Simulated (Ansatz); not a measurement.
Consider EuAgSeF.

Input

```
crystal:
  lattice:
    - [-4.1917787986, 4.1917787986, 0.0]
    - [-4.1917787986, -4.1917787986, 0.0]
    - [0.0, 0.0, 9.3524372126]
  atoms:
    - { symbol: Eu, position: [0.75, 0.75, 0.3467368289], spin: 7.44 }
    - { symbol: Eu, position: [0.25, 0.25, 0.3467368289], spin: 7.44 }
    - { symbol: Eu, position: [0.75, 0.25, 0.6532631711], spin: 7.44 }
    - { symbol: Eu, position: [0.25, 0.75, 0.6532631711], spin: 7.44 }
    - { symbol: Ag, position: [0.5, 0.5, 0.0] }
    - { symbol: Ag, position: [0.0, 0.0, 0.0] }
    - { symbol: Ag, position: [0.5, 0.0, 0.0] }
    - { symbol: Ag, position: [0.0, 0.5, 0.0] }
    - { symbol: Se, position: [0.75, 0.25, 0.1973199761] }
    - { symbol: Se, position: [0.25, 0.75, 0.1973199761] }
    - { symbol: Se, position: [0.75, 0.75, 0.8026800239] }
    - { symbol: Se, position: [0.25, 0.25, 0.8026800239] }
    - { symbol: F, position: [0.5, 0.5, 0.5] }
    - { symbol: F, position: [0.0, 0.0, 0.5] }
    - { symbol: F, position: [0.5, 0.0, 0.5] }
    - { symbol: F, position: [0.0, 0.5, 0.5] }
basis:
  ecutwfc: 420
  xc_grid: 2
kpoints:
  mp_grid: { grid: [3, 3, 2], shift: [0.0, 0.0, 0.5] }
hamiltonian:
  xc: pbe
  hubbard: { sites: [{ species: Eu, l: f, u_eff: 6.0 }] }
scf:
  occupations: { method: gaussian, width: 0.02 }
  lower_state_search: "off"
output:
  forces: true
  stress: true
  eigenvalues: true
  populations: true
  hubbard: { sites: [{ species: Eu, l: f }] }
  write_density: true
  write_potential: true
  elf: true
  volumetric_format: npy
magnetization:
  spin_polarized: true
```

Launched as:

```sh
ansatz run input.yaml --threads 8 --pin off --max-ram 14336MiB --backend cpu --events-out ev --progress --plain --runs-dir out
```

Space group P4/nmm; Hubbard U of 6 eV on Eu f only; spin-polarised.

Computed with DFT PBE+U, scalar-relativistic, plane waves, PAW (Ansatz).

**What can the converged valence pseudo-density, electron localisation function and spin density tell about the bonding?**

Eu–F (2.54 Å): the density is about 0.25 e/Å³ at the midpoint; the ELF is about 0.10 at the midpoint; no shared electron pair shows on this line.
Ag–Se (2.79 Å): ρ at the midpoint is about 0.28 e/Å³; the ELF is about 0.25 at the midpoint and 0.15 at its lowest between the atoms.
The spin density sits on Eu: +6.8 μB (×4) in one cell of 16 atoms: parallel main moments (a ferromagnetic arrangement) in this solution. The cell of the calculation (16 atoms) carries 28.0 μB of net spin moment.

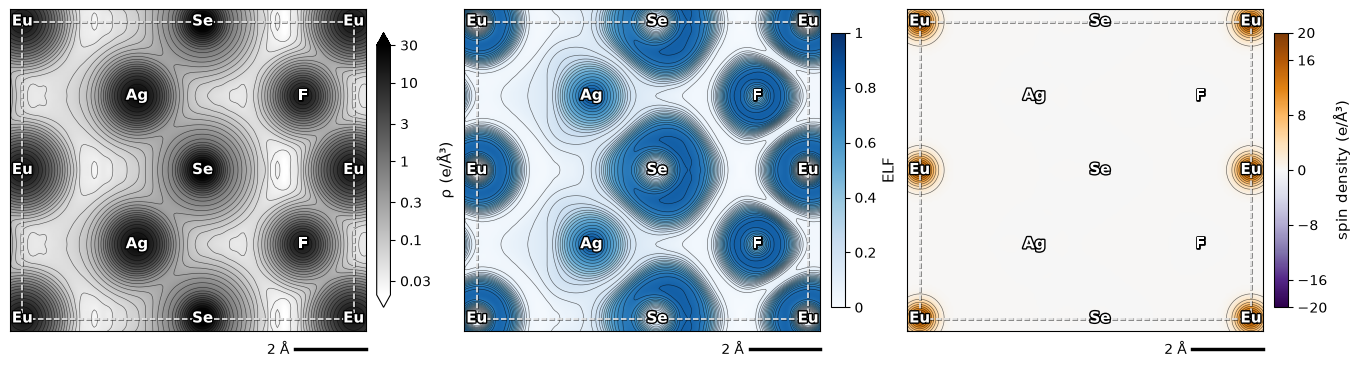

Computed valence pseudo-density, electron localisation function and spin density on the (11̄0) plane of the calculation cell, in this order. 

The density is the valence pseudo-density of a PAW calculation; it isn't the true density close to the nuclei.
